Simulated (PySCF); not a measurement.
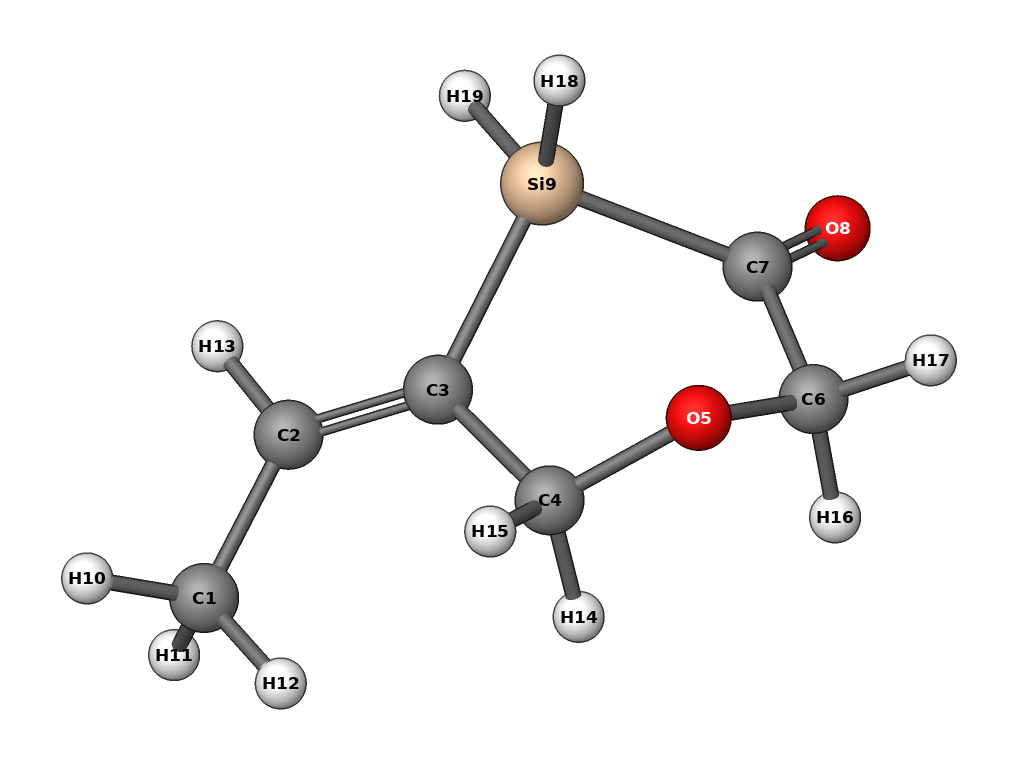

The questions are on isotropic NMR shieldings of the H atoms. Computed geometry: GFN2-xTB optimisation. No frequency run is at hand to confirm it as a minimum. Method: GIAO PBE0/pcSseg-1 NMR shielding, non-relativistic, gas phase (PySCF 2.14.0).

**Which H atom is the most shielded (lowest chemical shift)?**

H11 (29.89 ppm).

**Which H atom is the least shielded (highest chemical shift)?**

H13 (25.49 ppm).

**How wide is the range of H shifts?**

4.40 ppm.

List the isotropic NMR shieldings of the H atoms.

```json
{"atom": "H10", "σ (ppm)": "29.88"}
{"atom": "H11", "σ (ppm)": "29.89"}
{"atom": "H12", "σ (ppm)": "29.87"}
{"atom": "H13", "σ (ppm)": "25.49"}
{"atom": "H14", "σ (ppm)": "27.38"}
{"atom": "H15", "σ (ppm)": "26.47"}
{"atom": "H16", "σ (ppm)": "27.95"}
{"atom": "H17", "σ (ppm)": "27.27"}
{"atom": "H18", "σ (ppm)": "26.63"}
{"atom": "H19", "σ (ppm)": "27.83"}
```

The geometry is semi-empirical. Around Si such bond lengths and angles can be off by a tenth of an ångström or more and by several degrees, and values that hang on the shape move with them.
